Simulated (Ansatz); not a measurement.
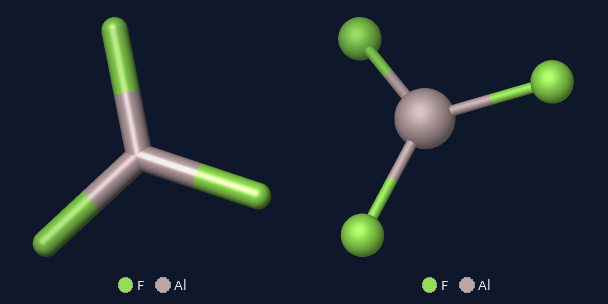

The same structure drawn twice, from different directions.

The computed structure is the end point of a PBE0-D4/def2-TZVP optimisation.

Count the atoms of each element.

Answer. AlF3, 4 atoms: 1 aluminium and 3 fluorine.

How many sets of symmetry-equivalent atoms are there?

Answer. 2: 3 F, 1 Al.

Give a SMILES string for it.

Answer. [F][Al]([F])[F]

How many bonds of each kind are drawn?

Answer. 3 Al–F.

Which point group does it belong to?

Answer. D3h.

More results for the same structure follow; atom numbers are the same in all pictures, views and colours differ.

**Electronic properties**

Properties computed with RKS ωB97M-V/def2-SVP (Ansatz 0.2.0).

What does the calculation give?

- HOMO energy (Kohn–Sham orbital): −13.88 eV
- LUMO energy (Kohn–Sham orbital): 0.37 eV
- HOMO–LUMO gap: 14.25 eV

**Vibrations**

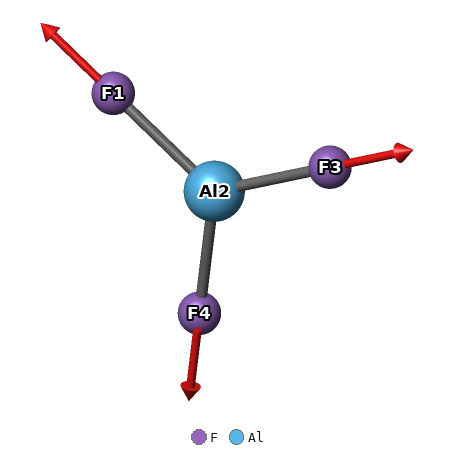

The arrows show one normal mode. Harmonic vibrations computed with RKS PBE0-D4/def2-TZVP (Ansatz 0.2.0) at a stationary point of the same level.

What kind of motion is it?

Answer. Mostly in-phase stretching of 3 Al–F bonds.

At what wavenumber does it lie?

Answer. 697 cm⁻¹; it is mode 4 of 6 counted from the lowest.

**Charges**

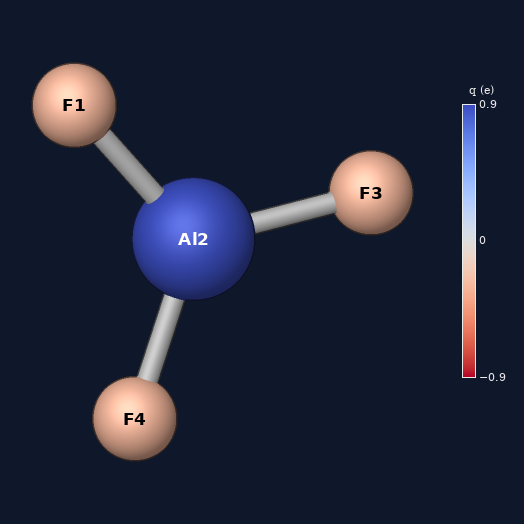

Atoms are coloured by their Mulliken charges. Method: RKS PBE-D4/def2-TZVPP (Ansatz 0.2.0).

List the Mulliken charges.

```json
{"atom": "F1", "value (e)": "−0.29"}
{"atom": "Al2", "value (e)": "0.88"}
{"atom": "F3", "value (e)": "−0.29"}
{"atom": "F4", "value (e)": "−0.29"}
```

**Thermal motion**

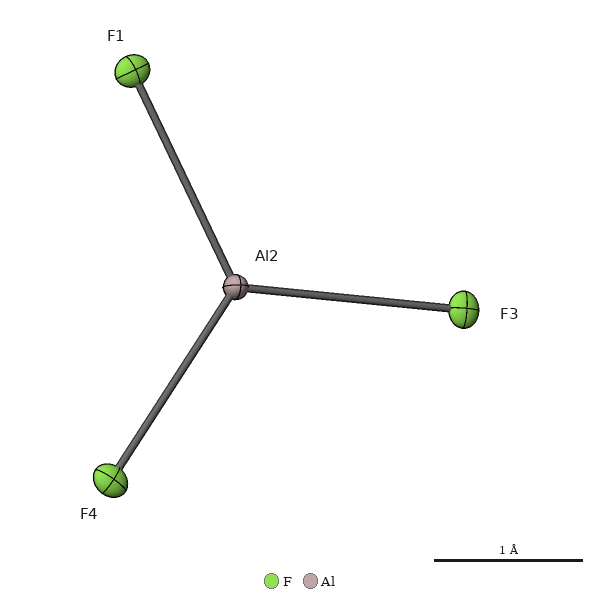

Displacement ellipsoids at the 50 % level, enlarged 2 times, from the internal vibrations of the free molecule (harmonic, no overall translation or rotation; no half-axis is drawn under 0.075 Å). Vibrations computed with RKS PBE0-D4/def2-TZVP (Ansatz 0.2.0). Temperature: 100 K.

Which atom moves most?

Answer. F1, F3, F4, with U_eq = 0.0011 Å².

List U_eq and the three principal root-mean-square amplitudes for each kind of atom.

```tsv
atom	U_eq (Å²)	rms amplitudes (Å)
F1, F3, F4	0.0011	0.018, 0.035, 0.041
Al2	0.00099	0.027, 0.027, 0.038
```

Mulliken values depend strongly on the basis set and can even reverse the polarity of a bond.
